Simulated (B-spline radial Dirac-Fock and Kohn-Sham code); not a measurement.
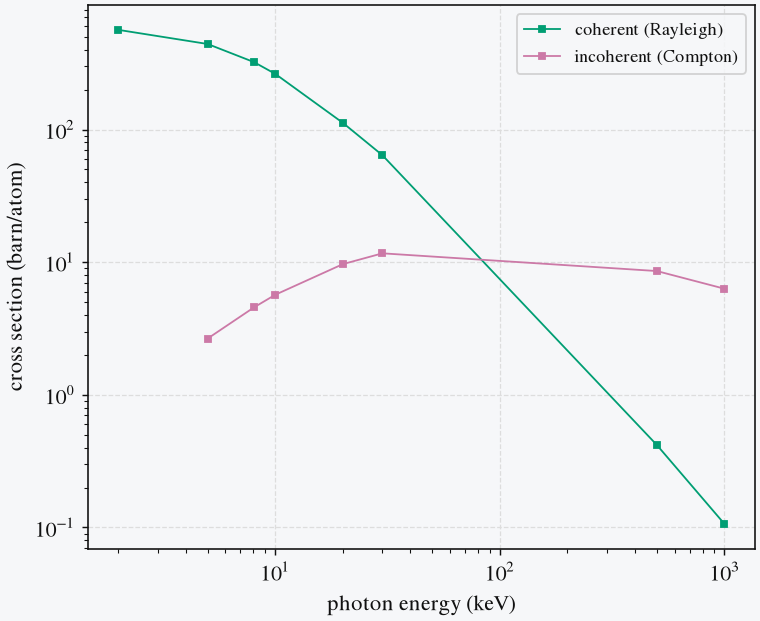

Coherent and incoherent photon scattering cross sections against photon energy, computed at the marked points and joined by straight lines. Species: Rb⁷⁺. Level of theory: Thomson × f² and Klein–Nishina × S on Dirac–Fock densities, without anomalous dispersion; calculated with a B-spline radial code.

Coherent scattering falls from 564 b at 2.00 keV to 0.106 b at 1.00 MeV. Incoherent scattering is largest at 30.0 keV among the points computed (11.7 b), and it overtakes the coherent part between 30.0 keV and 500 keV.
